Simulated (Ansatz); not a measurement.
**Convergence study of shifted k-point meshes for ZnNi (P4mm, 2 atoms in the cell)**

```xyz
2
Lattice="2.8805 0.0000 0.0000 0.0000 2.8805 0.0000 0.0000 0.0000 2.8805" Properties=species:S:1:pos:R:3 pbc="T T T"
Zn     1.4402     1.4402     1.4902
Ni     0.0000     0.0000     0.0000
```

Level of theory: PBEsol, default PAW files made with PBE (plane waves; Ansatz, an electronic-structure program).

Base settings: basis.ecutwfc = 420 eV; kpoints.mp_grid.grid = 11 11 11; hamiltonian.xc = pbesol; hamiltonian.pseudopotentials = {kind: paw} (the program's default PAW files); scf.occupations.method = gaussian; scf.occupations.width = 0.1 eV.

In this ladder: kpoints.mp_grid.shift = 0.5 0.5 0.5.

Only quantities that move along the ladder and can be compared are tabulated.

The count of work is k-points × plane waves × bands × iterations; it is no time. Core times come from one kind of shared machine, to one figure; runs under 30 s give none.

The starting cell comes from a database of computed structures (which also holds hypothetical and non-ambient phases and stackings), without a prior relaxation at this level. Its lattice was rescaled by up to half a per cent. One atom was moved a little off its site on purpose. Spin polarisation is off. In the base run, with a pressure of about -6 GPa the cell is away from its equilibrium volume at this level. Ansatz's pressure includes its estimate of the finite-basis (Pulay) stress.

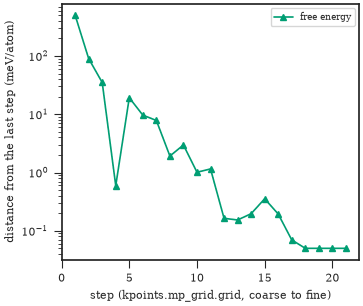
Fig. 1. Distance from the last step along the ladder; very small values are drawn at a floor.

| kpoints.mp_grid.grid | free energy less the last step's (meV/atom) | pressure (GPa) | largest difference of a force vector from the last step's (eV/Å) | count of work / last | core time / last (rough) |
|---|---|---|---|---|---|
| 2 2 2 | -501.35 | -14.49 | 0.047 | 0.00028 | – |
| 3 3 3 | 90.28 | -2.97 | 0.007 | 0.0017 | – |
| 4 4 4 | 35.11 | -5.35 | 0.001 | 0.0017 | – |
| 5 5 5 | 0.60 | -6.53 | 0.007 | 0.0058 | – |
| 6 6 6 | 19.22 | -5.87 | 0.005 | 0.0050 | – |
| 7 7 7 | -9.66 | -6.43 | 0.003 | 0.011 | – |
| 8 8 8 | 7.82 | -6.13 | 0.003 | 0.013 | – |
| 9 9 9 | -1.92 | -6.14 | 0.001 | 0.021 | – |
| 10 10 10 | 2.97 | -6.16 | 0.002 | 0.021 | – |
| 11 11 11 | 1.01 | -6.13 | 0.001 | 0.035 | – |
| 12 12 12 | 1.15 | -6.14 | 0.001 | 0.035 | – |
| 13 13 13 | 0.16 | -6.20 | 0.000 | 0.054 | – |
| 15 15 15 | 0.15 | -6.13 | 0.001 | 0.080 | – |
| 16 16 16 | -0.20 | -6.17 | 0.000 | 0.080 | – |
| 18 18 18 | -0.35 | -6.18 | 0.000 | 0.11 | – |
| 20 20 20 | -0.19 | -6.17 | 0.000 | 0.15 | – |
| 22 22 22 | -0.07 | -6.17 | 0.000 | 0.20 | – |
| 25 25 25 | -0.04 | -6.17 | 0.000 | 0.33 | 0.5 |
| 27 27 27 | -0.01 | -6.18 | 0.000 | 0.41 | 0.7 |
| 30 30 30 | 0.02 | -6.17 | 0.000 | 0.50 | 0.6 |
| 34 34 34 | 0.00 | -6.17 | 0.000 | 0.72 | 1 |
| 37 37 37 | 0.00 | -6.17 | 0.000 | 1.0 | 1 |

Coarsest kpoints.mp_grid.grid that holds the pressure within 0.1 GPa of the last step, with all finer ones: 8 8 8, at 0.013 of the last step's count of work; the step before is off by 0.26 GPa.

Coarsest kpoints.mp_grid.grid that holds the forces within 0.02 eV/Å of the last step, with all finer ones: 3 3 3, at 0.0017 of the last step's count of work; the step before is off by 0.047 eV/Å.

Coarsest kpoints.mp_grid.grid that holds the free energy within 0.5 meV/atom of the last step, with all finer ones: 13 13 13, at 0.054 of the last step's count of work; the step before is off by 1.2 meV/atom.

Keys are those of Ansatz 0.2.
